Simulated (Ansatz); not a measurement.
# Phonons of W-Nb-Nb-W stack of (111) layers, part 3 of 3

Question: is the lattice of W-Nb-Nb-W stack of (111) layers stable, and if so, what are its coupling constant and resistivity?

Ansatz 0.2.0; DFT PBEsol, scalar-relativistic, plane waves, PAW; PAW set soft_1.

So far, highest frequency, solved or plainly interpolated (cm⁻¹): step 5 (phonons: q 2×2×1, k 6×6×1) 253. Also lowest frequency on the path (cm⁻¹): step 5 -147.

## 6. Lattice stability: q 3×3×1, k 9×9×1 (continued)

No LO-TO term; unit eigenvectors of the mass-weighted matrix. The modes at Γ (shares of kinetic energy by element, %) (negative means imaginary):

```tsv
mode	frequency (cm⁻¹)	symmetry	W %	Nb %
1	-57.3	Eu	34	66
2	-57.3	Eu	34	66
3	-52.9	Eg	40	60
4	-52.9	Eg	40	60
5	-6.5	Eg	60	40
6	-6.5	Eg	60	40
7	0.0	unnamed	66	34
8	0.0	unnamed	66	34
9	0.0	unnamed	66	34
10	78.3	A1g	89	11
11	188.0	A2u	34	66
12	231.4	A1g	11	89
```

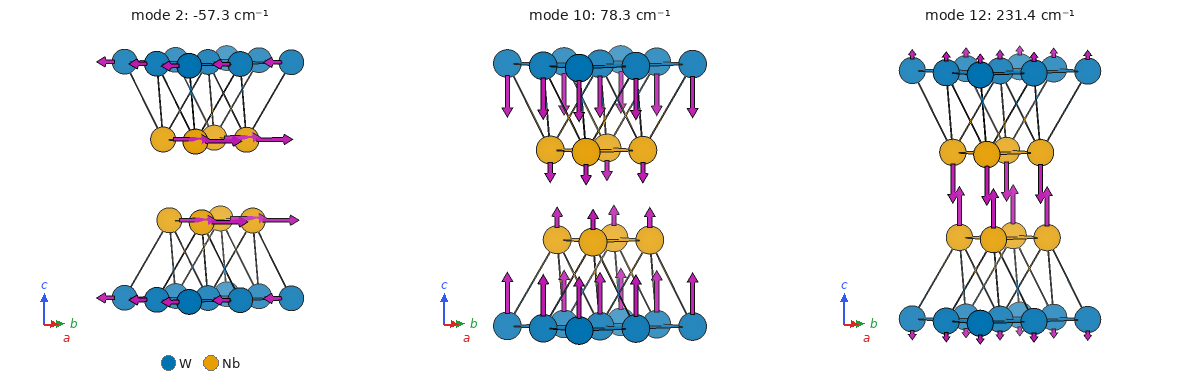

Displacement patterns of modes 2, 10 and 12 at Γ; arrows are exaggerated. 2×2×1 cells are drawn. Some periodic images of atoms are drawn too.

Among the solved wavevectors the lowest mode, translations apart, is -57.3 cm⁻¹, imaginary.

## 7. Lattice stability: Fermi–Dirac smearing of 0.3 eV

The phonons are repeated on the same meshes with a wide Fermi–Dirac smearing, to see whether the soft mode comes from sharp features of the Fermi surface.

File input.yaml:

```yaml
crystal:
  lattice:
    - [2.7369230452, -2.6874e-06, 0.0]
    - [-1.3684591953, 2.3702462291, 0.0]
    - [0.0, 0.0, 39.2907342816]
  atoms:
    - { symbol: W, position: [0.0, 0.0, 0.1337712847] }
    - { symbol: Nb, position: [0.3333333333, 0.6666666667, 0.1976150362] }
    - { symbol: Nb, position: [0.6666666667, 0.3333333333, 0.2656346417] }
    - { symbol: W, position: [0.0, 0.0, 0.3294783932] }
  periodic: [true, true, false]
kpoints:
  mp_grid: { grid: [9, 9, 1] }
hamiltonian:
  xc: pbesol
  pseudopotentials: { kind: paw, azcp: { folder: soft_1 }, xc_functional: pbe }
scf:
  occupations: { method: fermi_dirac, width: 0.3 }
output:
  eigenvalues: true
phonons:
  method: dfpt
  qmesh: [3, 3, 1]
  temperatures: { t_max: 1000, t_step: 50 }
  qpath:
    path:
      - [0.0, 0.0, 0.0]
      - [0.5, 0.0, 0.0]
      - [0.33333333, 0.33333333, 0.0]
      - [0.0, 0.0, 0.0]
    npoints: 10
```

Started as:

```bash
$ ansatz run input.yaml --threads 4 --pin off --max-ram 12288MiB --backend cpu --events-out ev --progress --plain --runs-dir out
```

Numbers of over 12 decimals in the logs are rounded to 6 here.

What it wrote:

```text
[...]
band count auto-derived: 39 (N_el = 54.0; filled up to band 27; 33 by the electrons, moments and atoms)
[...]
Crystal: 4 atoms, lattice volume = 254.886 Å³
Basis set: ecut = 420 eV, 4997 PW (Γ), exchange–correlation on 40×40×540 points (8 copies of the dense FFT grid, shifted against one another)
Bands: 39, of which v1, the nominal top of the filled ones, is band 27 counted from 1 (26 counted from 0)
Symmetry: 12 space group operations
k-points: 12 of 81 (irreducible under 6 space group operations, time reversal used)
[...]
SCF iter   1: F=—  HF=-29504.820214 eV  |F-HF|=—  |Δ(HF+E_count)|=         —  Δρ=3.80e-2  dr2=7.40e0  ethr=3.10e-3  ⟨swp⟩=14.4  Hψ=3585  notcnv=0
[...]
SCF iter  12: F=-29502.785900 eV  HF=-29502.785900 eV  |F-HF|=1.20e-10  |Δ(HF+E_count)|=   1.12e-9  Δρ=3.67e-8  dr2=5.90e-12  ethr=1.00e-12  ⟨swp⟩=14.6  Hψ=4025  notcnv=0
SCF 1 converged in 12 iterations: F = -29502.785900 eV  dr2 = 5.90e-12
[...]
SCF converged after 12 iterations
Free energy (F): -29502.785900 eV
[...]
Internal energy: -29501.401100 eV  (E = F + TS)
E sigma→0 (E₀):  -29502.093500 eV
Entropy (-TS):   -1.384800 eV (-346.200 meV/atom)
Fermi energy:    -5.348968 eV
[...]
--- Band table (eV; the first three rows and the last of 12) ---
  k-point 0: bands = [... 23 lower, -5.5412, -5.5134, -5.5134, -5.4924, -5.4924, -5.0359, -4.9730, -4.9730, ... 8 higher]
  k-point 1: bands = [... 23 lower, -6.0448, -5.9665, -5.9120, -5.6432, -5.2462, -5.1821, -5.0206, -4.9995, ... 8 higher]
  k-point 2: bands = [... 23 lower, -6.5847, -6.5138, -6.3878, -6.2125, -5.5094, -4.7918, -3.7795, -3.7005, ... 8 higher]
  k-point 11: bands = [... 23 lower, -6.3309, -6.3309, -6.2805, -6.2805, -6.0026, -6.0026, -4.2065, -3.9815, ... 8 higher]
[...]
ASR residual: 3.269e-3 → 0.000e0 eV/Å²; symmetrization residual: 7.938e-5 eV/Å²
[...]
ASR residual per site (eV/Å²): 3.25e-3 1.97e-3 1.99e-3 3.27e-3
[...]
--- Phonons (arbitrary-q DFPT): 3 irreducible q on the 3×3×1 mesh ---
[...]
interpolated dispersion: 31 rows × 12 modes
[...]
```

The job ended after 8.2 min (4 threads of Arm Neoverse V2, shared host; peak memory 2 GiB).

Numbers from this step:

| Property | Result |
| --- | --- |
| share of imaginary modes in the plain interpolation between solved wavevectors | 0.0533 |
| highest frequency, solved or plainly interpolated | 263.7 cm⁻¹ |

Solved on the 3×3×1 mesh alone; all other wavevectors are interpolated. The phonon branches at the labelled points (cm⁻¹):

```tsv
point	branch 1	branch 2	branch 3	branch 4	branch 9	branch 10	branch 11	branch 12
Γ	-46	-46	-40	-40	0	73	177	225
M	40	45	68	81	191	195	256	264
K	90	92	127	127	219	219	222	231
Γ	-46	-46	-40	-40	0	73	177	225
```

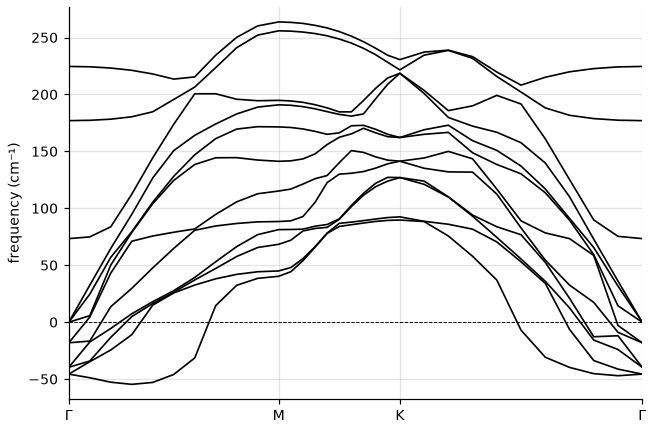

Phonon branches along the path.

Among the solved wavevectors the lowest mode, translations apart, is -45.6 cm⁻¹, imaginary.

Between step 6 and this run (occupations Fermi-Dirac and smearing width 0.3 eV) the value for the highest frequency, solved or plainly interpolated moves from 250 cm⁻¹ to 264 cm⁻¹ (+5 %).

## 8. Outcome

```json
{
 "phonon run of the rows without a label of their own": "PBEsol, q 3×3×1, k 9×9×1",
 "softest mode on the q mesh": "-57.3 cm⁻¹ at q = (0, 0, 0)",
 "highest frequency, solved or plainly interpolated": "250 cm⁻¹"
}
```

What this shows: The lattice is dynamically unstable at this level: a mode at q = (0, 0, 0) is imaginary, 57.3i cm⁻¹, so no harmonic coupling constant or resistivity is defined for this structure. These meshes are coarse, and single modes of a metal can move by tens of cm⁻¹ with the k mesh. The coarser mesh found an imaginary mode at another wavevector, which this mesh lacks. Spin–orbit coupling, left out here, matters for W. The PAW files were made for PBE; under other functionals the run regenerates their frozen core. The structure was built by hand as an ordered model, and its stability against other phases was not tested.

[Logs are printed without paths, hosts, clocks, repeated set-up lines and the standing remarks that a program may print on its own settings, such as how far it seeks lower states.]

[Hosts, paths, dates, database ids (printed as entryN), source tags and the programs' standing remarks are cut or masked in the printed files.]
